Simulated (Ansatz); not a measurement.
Relaxed MgB$_{2}$ (AlB2 type, space group P6/mmm):

```yaml
crystal:
  lattice:
    - [3.07432, 0.00000, 0.00000]
    - [-1.53716, 2.66244, 0.00000]
    - [0.00000, 0.00000, 3.52754]
  atoms:
    - { symbol: Mg, position: [0.00000, 0.00000, 0.00000] }
    - { symbol: B, position: [0.33333, 0.66667, 0.50000] }
    - { symbol: B, position: [0.66667, 0.33333, 0.50000] }
```

In this cell atom 3 (B, nearest neighbour B at 1.775 Å; its periodic images, 3.1 Å or more away, move with it) is moved by s along Cartesian [110], unit vector (0.707, 0.707, 0.000); all other atoms and the cell stay fixed.

Method: PBE (plane waves to 420 eV, PAW, scalar-relativistic; Ansatz, an electronic-structure program). k mesh 14×14×11 (Γ-centred), Fermi-Dirac smearing 0.05 eV. E stands for the smeared free energy. Stress and pressure are positive under compression. With partly filled bands, energies and forces of such displacements shift with the k mesh and the smearing. MgB2 was relaxed with its symmetry unable to fall. ΔE is measured from the undisplaced structure.

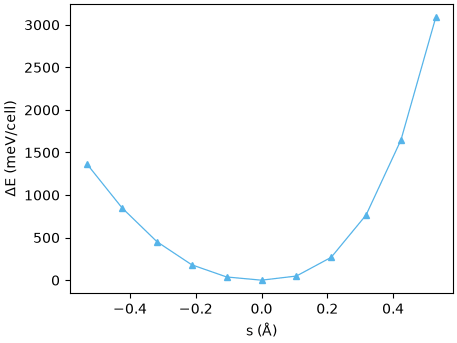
Fig. 1. ΔE (meV/cell) against s (Å); one marker a computed point.

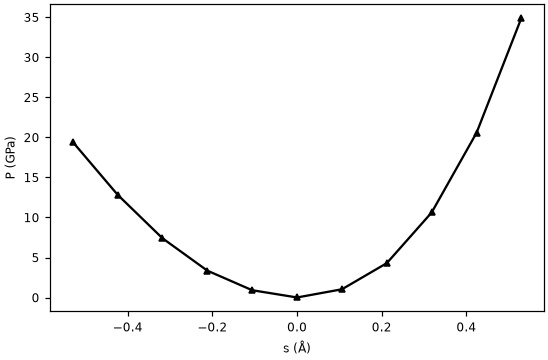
*P (GPa) against s (Å); computed points joined by lines.*

The force along the line at s = -0.530 Å is 5.32 eV/Å and the energy at s = 0.530 Å is 3090 meV/cell. Shape of the curve: a single well with its minimum at or next to zero displacement. Symmetry of the curve: not even: the positive side lies higher at ±0.530 Å.

With its periodic images moving along, the atom's site symmetry in this cell is -6m2.

(For displaced atoms, the force is minus the slope of the energy, and its curvature is a force constant, which sets phonon frequencies.)
